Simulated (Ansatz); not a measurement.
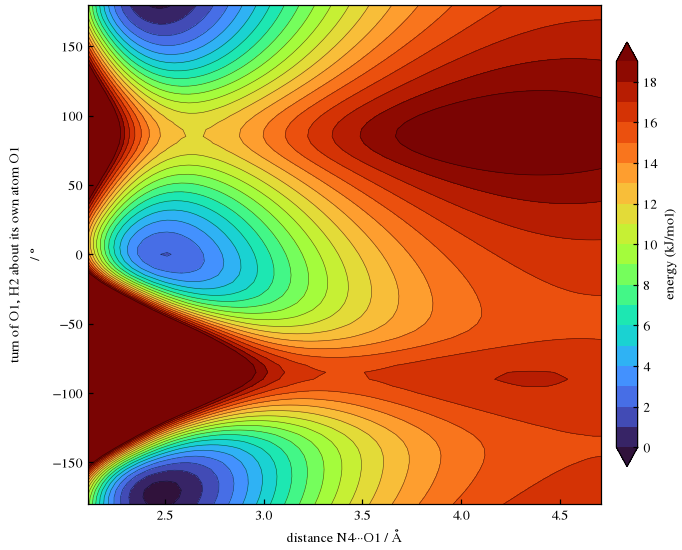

The pair HO···N₂, charge −1. 
- The turn is about an axis along (−0.94, −0.34, 0.02) in the frame of the relaxed pair, normal to the line between the partners.
- Coordinates scanned: (1) distance N4···O1; (2) turn of O1, H2 about its own atom O1.
- Grid: 15 × 15 points.
- Points are written as (first, second).
- Energies are in kJ/mol, from the lowest grid point.
- These are results of RKS PBE-D4/def2-TZVPD in Ansatz, not measurements.

The picture shows filled contours, one colour for all values above the top of the scale. Between grid points the surface is interpolated.

The lowest grid point is at (2.409 Å, −180°). The bottom of the well lies between grid points, at about (2.478 Å, −175°), about 0.39 kJ/mol lower on the interpolated surface. A higher local minimum lies near (2.559 Å, 12°) (2.7 kJ/mol above the lowest at that grid point). The highest grid point, (2.109 Å, −84°), lies 171.0 kJ/mol above the lowest. On the interpolated surface the easiest way out of the lowest well to the well at about (2.51 Å, 0°) passes a barrier of about 12 kJ/mol, counted from the interpolated bottom of the well. Round the minimum the valley is somewhat tilted: raising distance N4···O1 shifts the best value of the second coordinate upwards (coupling k₁₂/√(k₁₁k₂₂) about −0.2).

The level of theory is changed to RKS PBE0-D4/def2-TZVPD (Ansatz 0.2.0); with it change the reference geometry, relaxed at the new level; the new grid has 15 × 15 points.

Q: How does the landscape change?

A: The minimum (interpolated where it lies between grid points) moves from about (2.478 Å, −175°) to about (2.625 Å, −150°). The easiest pass out of the lowest well goes from about 12 to about 2.2 kJ/mol on the interpolated surfaces. The curvature at the minimum changes from about 0.9 to 0.56 eV/Å² along distance N4···O1 and from about 0.28 to 0.075 eV/rad² along the second coordinate.

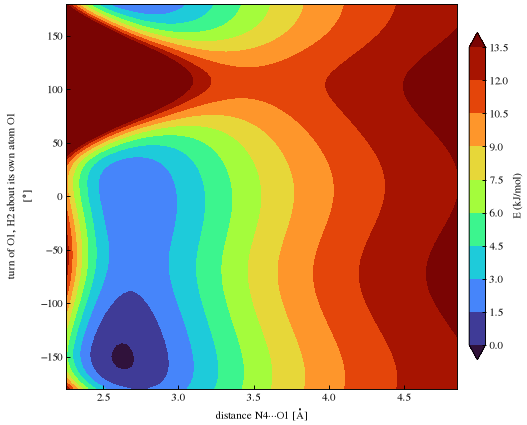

The map after the change, on a colour scale of its own. In the figure: filled contours, one colour for all values above the top of the scale. Between grid points the surface is interpolated.
